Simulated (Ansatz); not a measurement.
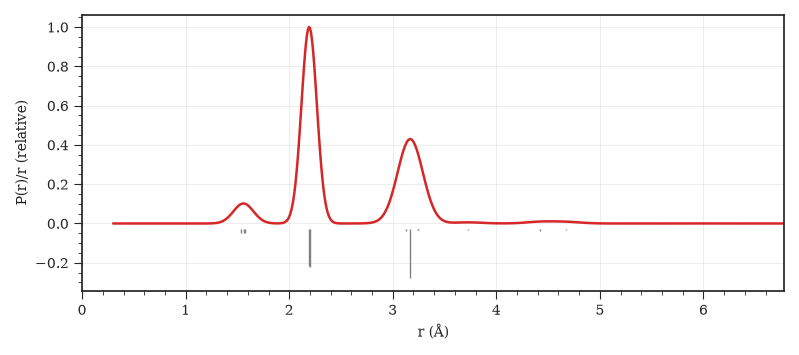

Simulated gas electron diffraction: radial distribution curve of GaH3SZn. Each pair of atoms contributes with weight ZᵢZⱼ/r (bars below the curve); damping constant 0.0015 Å²; vibrational amplitudes assumed, not computed: 0.05 Å for bonds, 0.078 Å for bonds to H, 0.06 + 0.015 r up to 0.15 Å for other pairs. The geometry is the end point of an optimisation (UKS PBE0/def2-SVP (Ansatz 0.2.0)); it may be a saddle point or a higher isomer.

**Read the positions of the first 3 clear peaks and name the main pairs (– for bonds).**

Peak 1, 1.56 Å: Zn–H 1.54 Å, Ga–H 1.56–1.58 Å (×2)
Peak 2, 2.19 Å: Zn–S 2.19 Å, Ga–S 2.20 Å
Peak 3, 3.17 Å: Ga···Zn 3.17 Å
